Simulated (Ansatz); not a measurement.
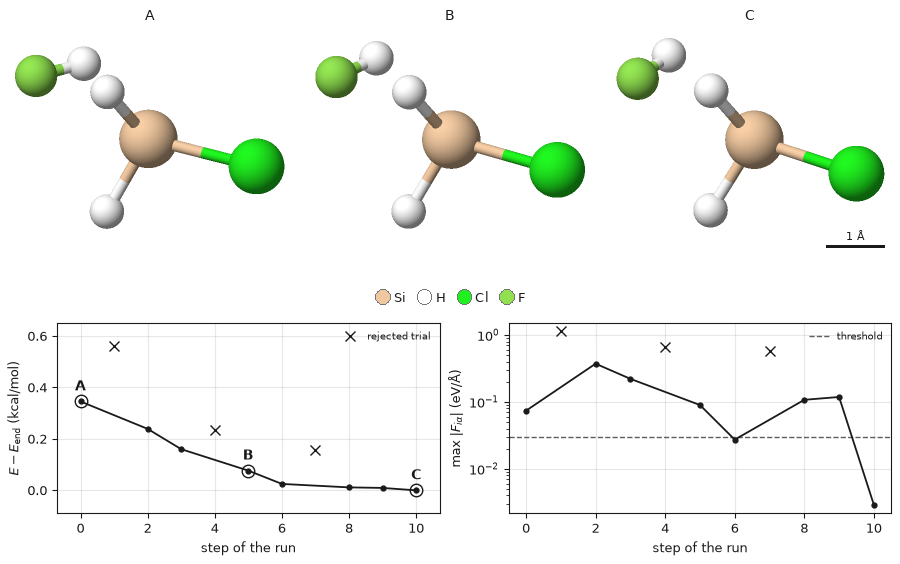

Frames of a relaxation of SiH3ClF (multiplicity 2), marked on the history of the run. The picture is a ball-and-stick view, seen from a free direction.

The run prepares an end point of a later path (reaction) calculation, from a guessed geometry.

Level of theory: UKS PBE0/def2-SVP in Ansatz 0.2.0.

Input file:
```yaml
crystal:
  periodic: [false, false, false]
  atoms:
    - { symbol: Si, position_ang: [-0.169752, -0.29375, -0.092217] }
    - { symbol: H, position_ang: [-0.104396, -0.186569, 2.566642] }
    - { symbol: H, position_ang: [1.314792, -0.201112, -0.206346] }
    - { symbol: H, position_ang: [-0.831879, 1.038258, -0.205723] }
    - { symbol: Cl, position_ang: [-0.876043, -1.518094, -1.610695] }
    - { symbol: F, position_ang: [0.353178, 0.614568, 2.506639] }
magnetization:
  spin_polarized: true
  initial_magnetization: 1
basis:
  gaussian: { orbitals: def2-SVP }
hamiltonian:
  xc: pbe0
relax:
  f_tol: 0.03
  max_steps: 50
```

Launched with:
```bash
ansatz run input.yaml --threads 1 --pin off --max-ram 2048MiB --backend cpu --events-out ev --progress --plain --runs-dir out
```

Q: What happens along the run?

A: Over 7 accepted moves (10 points after the start) the energy falls by 0.35 kcal/mol. Largest force component: 0.074 eV/Å at the start, 0.0029 eV/Å at the end. The line search rejected the trial steps at points 1, 4, 7 of the run. The forces were under the threshold at step 6, but the run went on from there. H2 moves most after the best rigid fit: 0.36 Å. Largest moves by element: H 0.36 Å, Cl 0.23 Å, Si 0.11 Å, F 0.09 Å. Among the contacts that change: Si1–Cl5 2.075 → 2.079 Å. The run took 37 s on 1 thread of Arm Neoverse V1 (shared host), peak memory 0.15 GiB. From step 0 to 5: H2 moves most (0.21 Å), energy −0.27 kcal/mol. From step 5 to 10: H2 moves most (0.16 Å), energy −0.08 kcal/mol.

Limits of the set-up: the start holds two separate molecules, 2.7 Å apart at their closest, whose relative position is a soft coordinate and is computed without a dispersion correction.
